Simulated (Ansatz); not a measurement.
# Ligand exchange: C2H4Cl2 + SnH3F → CHCl2F + SnH3(CH3)

Species: C2H4Cl2 (1,1-dichloroethane) `CC(Cl)Cl`, singlet; SnH3F `[F][SnH3]`, singlet; CHCl2F (dichlorofluoromethane) `FC(Cl)Cl`, singlet; SnH3(CH3), singlet. The partners trade CH3 for F: C–CH3 and Sn–F bonds give way to C–F and Sn–CH3.

Shapes, held fixed at every level: PBE0-D4/def2-TZVP. Programs: Ansatz 0.2.0. The zero-point and thermal change to 298 K, harmonic and unscaled (PBE0-D4/def2-TZVP), is -4.0 kJ/mol.

```csv
level,kind,ΔH(298 K) (kJ/mol),less CCSD(T)/def2-TZVPP,CPU time (sum over the molecules)
SPW92/def2-TZVPP,LDA,+97.4,-14.9,7.4 s
PBE-D4/def2-TZVPP,GGA,+106.7,-5.6,12 s
r2SCAN0-D4/def2-TZVPP,global hybrid,+114.1,+1.8,23 s
wB97X-V/def2-TZVPP,range-separated hybrid,+116.8,+4.5,37 s
MP2/def2-SVP,perturbation theory,+123.6,+11.3,–
CCSD(T)/def2-SVP,coupled cluster or CI,+115.5,+3.2,11 s
CCSD(T)/def2-TZVPP,coupled cluster or CI,+112.3,0.0,3.3 min
```

The highest level, CCSD(T)/def2-TZVPP, gives ΔH(298 K) = +112.3 kJ/mol; the levels span +97.4 to +123.6. The column of differences is taken from that level and isn't an error. No measured value is set beside it here. For atoms past krypton def2 sets carry core potentials with scalar relativity. Correlated rows may include outer-core shells of Sn, which these sets cover unevenly. Times are processor times on shared x86 and Arm servers, and rough.

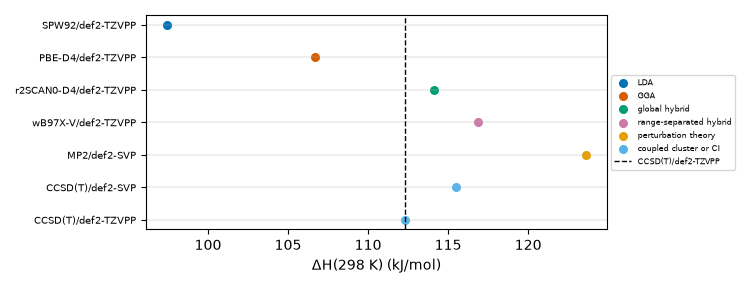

The values of the table, level by level.
